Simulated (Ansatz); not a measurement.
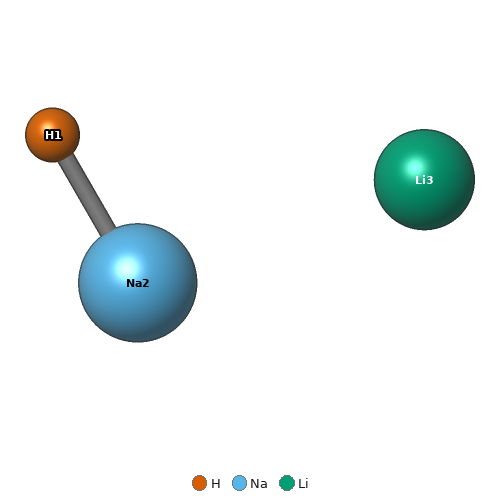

The system is H + NaLi, spin multiplicity 2; the picture shows the reference structure. 
- Coordinates scanned: (1) distance H1–Na2; (2) distance Na2–Li3.
- Nothing is relaxed (the angle H1–Na2–Li3 is fixed at 100 degrees).
- The scan uses an 11 × 11 grid.
- Points are written as (first, second).
- All energies are given in kJ/mol relative to the lowest grid point.
- In part of the range the unrestricted reference is strongly spin-contaminated.
- All numbers below come from Ansatz, UHF-CCSD(T), frozen core/def2-TZVPD.

Its coordinates:

```yaml
atoms:
  - { symbol: H, position_ang: [-1.8720, 0.0000, 0.0000] }
  - { symbol: Na, position_ang: [0.0000, 0.0000, 0.0000] }
  - { symbol: Li, position_ang: [0.5777, 3.2765, 0.0000] }
```

Range: distance H1–Na2 from 1.576 to 3.976 Å; distance Na2–Li3 from 2.352 to 4.752 Å.

What will the energy surface look like?

The lowest grid point is at (1.872 Å, 3.327 Å). No other kind of well shows on this grid. The highest grid point, (3.976 Å, 4.752 Å), lies 159 kJ/mol above the lowest.

| distance Na2–Li3 ↓, distance H1–Na2 → | 1.576 | 1.696 | 1.872 | 2.078 | 2.305 | 2.551 | 2.811 | 3.086 | 3.372 | 3.669 | 3.976 |
| --- | --- | --- | --- | --- | --- | --- | --- | --- | --- | --- | --- |
| 4.752 | 40 | 18 | 7 | 12 | 30 | 54 | 81 | 107 | 130 | 148 | 159 |
| 4.445 | 39 | 16 | 5 | 11 | 28 | 52 | 78 | 103 | 126 | 143 | 153 |
| 4.148 | 37 | 15 | 4 | 9 | 25 | 49 | 74 | 99 | 121 | 136 | 144 |
| 3.862 | 36 | 14 | 2 | 6 | 23 | 46 | 71 | 95 | 115 | 127 | 133 |
| 3.587 | 35 | 13 | 0 | 5 | 20 | 42 | 67 | 89 | 107 | 118 | 123 |
| 3.327 | 36 | 12 | 0 | 4 | 19 | 40 | 64 | 85 | 101 | 110 | 114 |
| 3.081 | 37 | 14 | 1 | 5 | 19 | 40 | 63 | 83 | 97 | 104 | 108 |
| 2.854 | 42 | 18 | 5 | 8 | 23 | 43 | 65 | 84 | 97 | 103 | 106 |
| 2.648 | 49 | 26 | 13 | 16 | 30 | 51 | 72 | 90 | 102 | 108 | 111 |
| 2.472 | 60 | 37 | 24 | 27 | 42 | 63 | 84 | 102 | 113 | 119 | 121 |
| 2.352 | 70 | 47 | 34 | 38 | 53 | 74 | 96 | 114 | 125 | 131 | 133 |

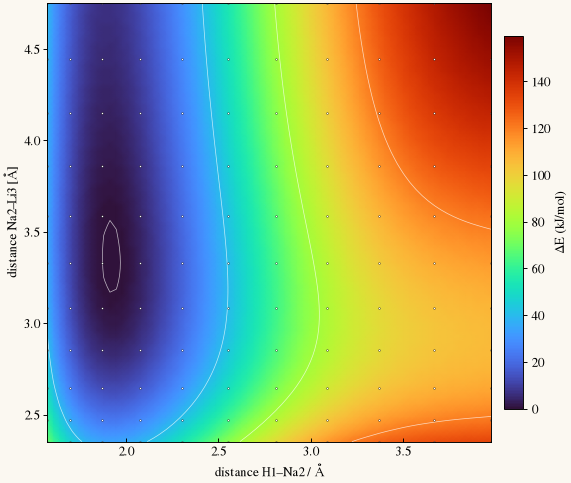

In the figure: a smooth colour map with a few white contour lines, dots at the grid points. Between grid points the surface is interpolated.

Time for the 121 points that were run: 37 min on 1 thread of Arm Neoverse V1, on a shared host.
